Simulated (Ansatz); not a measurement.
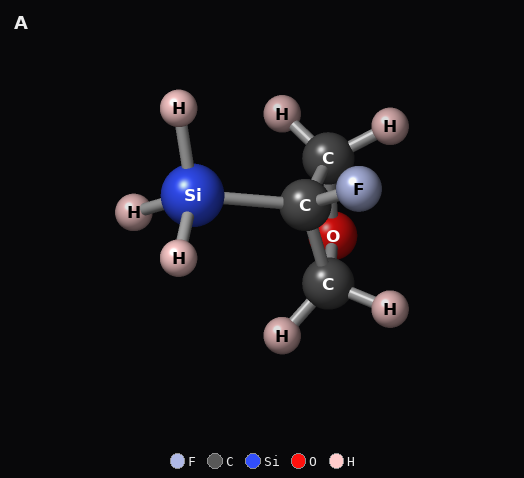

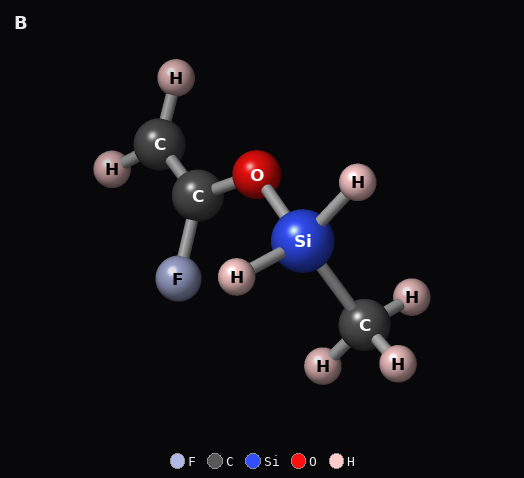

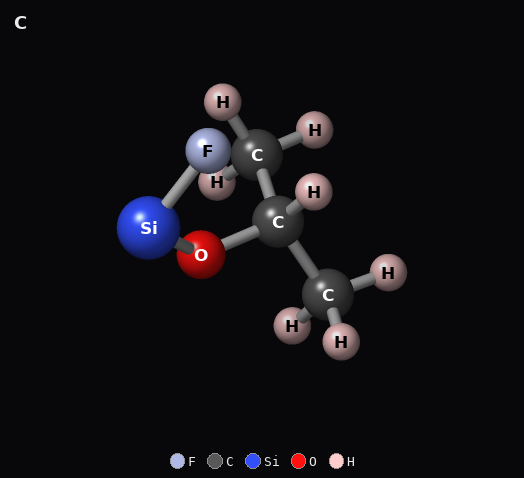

3 stationary structures of one formula. Geometries: PBE-D4/def2-SVP. Electronic energies: PBE-D4/def2-SVP (Ansatz 0.2.0), without zero-point energy. No frequency run is at hand to confirm each as a minimum. Each is one conformer, not always the lowest.

Rank them by energy, lowest first.

Answer. C is lowest; B lies 137.2 kJ/mol above it, A lies 346.6 kJ/mol above it. A is `FC1([SiH3])COC1`, B is `C=C(F)O[SiH2]C`, C is `CC(C)O[Si]F`.
